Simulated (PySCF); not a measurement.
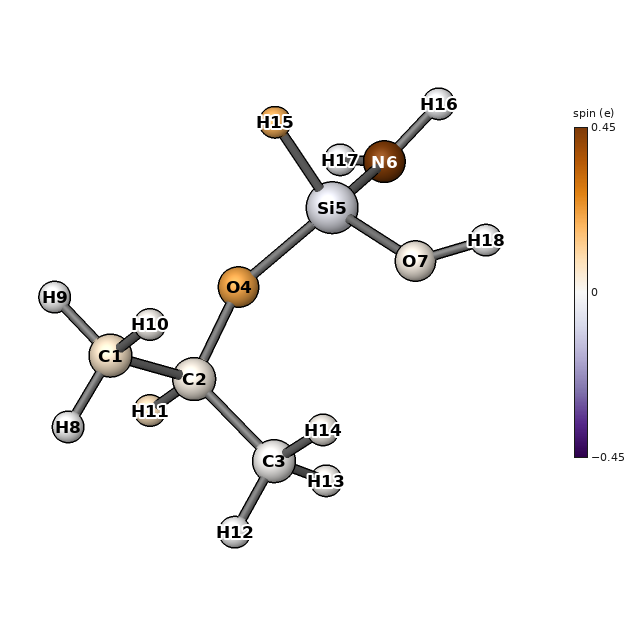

Atoms are coloured by their Mulliken spin populations. State: charge +1, doublet. The geometry was computed by an optimisation with GFN2-xTB. No frequency run is at hand to confirm it as a minimum. Level of theory: UKS B3LYP, pcH-1 on C H N O Si, non-relativistic (PySCF 2.14.0).

List the Mulliken spin populations.

```tsv
atom	value (e)
C1	0.06
C2	0.03
C3	0.00
O4	0.21
Si5	−0.05
N6	0.45
O7	0.02
H8	0.00
H9	0.00
H10	0.01
H11	0.08
H12	0.00
H13	0.01
H14	0.01
H15	0.19
H16	−0.01
H17	−0.01
H18	0.00
```

Mulliken values depend strongly on the basis set. The geometry is semi-empirical. Around Si such bond lengths and angles can be off by a tenth of an ångström or more and by several degrees, and values that hang on the shape move with them.
